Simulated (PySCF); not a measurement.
# BP86/def2-SVP run of BH2SeCl (SMILES ClB[SeH])

What is the vertical ionisation energy of BH2SeCl at BP86/def2-SVP? The job is set up through a Python script.

Program for the calculation: PySCF 2.14.0.

**1. The structure to begin with**

The species is BH2SeCl (5 atoms), meant as a singlet with charge 0. SMILES: `ClB[SeH]`. Geometry: relaxed at PBE0-D4/def2-TZVP. This is one conformer, not always the lowest.

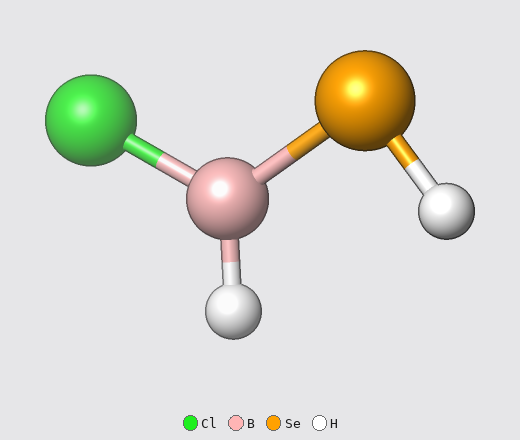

The structure, seen from a chosen angle (chlorine green, boron pink, selenium orange, hydrogen white).

**2. The energy at BP86/def2-SVP**

Contents of input.py:

```python
from pyscf import gto, dft

mol = gto.M(
    atom='''
Cl  -2.133400  -0.290000  -0.272300
B   -0.406800  -0.344500  -0.042400
Se   0.577100   1.299700  -0.015900
H    0.133400  -1.393500   0.094000
H    1.879500   0.654700   0.195200
''',
    verbose=3,
    max_memory=1860,
    basis='def2-svp',
)

mf = dft.RKS(mol, xc='bp86')
mf.grids.level = 4
mf.conv_tol = 1e-10
mf.kernel()
if not mf.converged:
    mf = mf.newton().run(mf.mo_coeff, mf.mo_occ)

e_final = mf.e_tot
print('Final energy', e_final)
```

Run with:

```console
$ OMP_NUM_THREADS=1 python input.py
```

Log:

```text
converged SCF energy = -2887.7186798196
Final energy -2887.7186798196044
```

Run time: 5.4 s. Hardware: 1 thread of Intel Xeon Platinum 8488C (Sapphire Rapids), shared host; peak memory 0.37 GiB.

**3. The doublet cation at the same level**

Contents of start.xyz:

```xyz
5
BClH2Se
Cl    -2.133400    -0.290000    -0.272300
B     -0.406800    -0.344500    -0.042400
Se     0.577100     1.299700    -0.015900
H      0.133400    -1.393500     0.094000
H      1.879500     0.654700     0.195200
```

Contents of calc.py:

```python
from pyscf import gto, dft

mol = gto.M(
    atom='start.xyz',
    spin=1,
    max_memory=1860,
    basis='def2-svp',
    verbose=3,
    charge=1,
)

myscf = dft.UKS(mol, xc='bp86')
myscf.conv_tol = 1e-10
myscf.grids.level = 4
myscf.kernel()
if not myscf.converged:
    myscf = myscf.newton().run(myscf.mo_coeff, myscf.mo_occ)

e_tot = myscf.e_tot
print('E(%s) = %.9f' % ('BP86', e_tot))
```

Run with:

```console
$ OMP_NUM_THREADS=1 python calc.py
```

Log:

```text
WARN: HOMO -0.487821840285682 >= LUMO -0.487792719246907

WARN: HOMO -0.488862057067844 >= LUMO -0.488643241054073

WARN: HOMO -0.489018802080867 >= LUMO -0.488623281669286

WARN: HOMO -0.48905428450848 >= LUMO -0.488567197346726

WARN: HOMO -0.488976110018224 >= LUMO -0.488581307773997

WARN: HOMO -0.488977623105365 >= LUMO -0.488590326129739

WARN: HOMO -0.488981225167528 >= LUMO -0.488592778195953

WARN: HOMO -0.488980548182298 >= LUMO -0.488591933079462

WARN: HOMO -0.488980757982235 >= LUMO -0.488591889577801

WARN: HOMO -0.488981032862163 >= LUMO -0.488592034979299

WARN: HOMO -0.488978084794438 >= LUMO -0.488592406757418

WARN: HOMO -0.488980630244965 >= LUMO -0.488591428522699

WARN: HOMO -0.488981799936047 >= LUMO -0.488591727618

WARN: HOMO -0.488982557503409 >= LUMO -0.48859135815858

converged SCF energy = -2887.35094132841  <S^2> = 0.75343621  2S+1 = 2.0034333
E(BP86) = -2887.350941328
```

Run time: 14 s. Hardware: 1 thread of Intel Xeon Platinum 8488C (Sapphire Rapids), shared host; peak memory 0.38 GiB.

**4. Outcome**

Level: BP86/def2-SVP.

| quantity | value |
| --- | --- |
| singlet BH2SeCl: total energy | -2887.71868 Eh |
| singlet BH2SeCl: dipole moment | 1.12 D |
| singlet BH2SeCl: HOMO energy | -6.66 eV |
| singlet BH2SeCl: LUMO energy | -2.17 eV |
| singlet BH2SeCl: HOMO–LUMO gap | 4.49 eV |
| doublet cation: total energy | -2887.35094 Eh |
| doublet cation: HOMO energy (highest over α and β) | -13.31 eV |
| doublet cation: LUMO energy (lowest over α and β) | -13.30 eV |
| doublet cation: ⟨S²⟩ | 0.753 |
| vertical ionisation energy (to the doublet cation) | 10.007 eV |

**Reading.** Removing an electron at fixed nuclei costs 10.01 eV (965 kJ/mol). −ε(HOMO) before ionisation, 6.66 eV, is 3.35 eV below this ionisation energy.
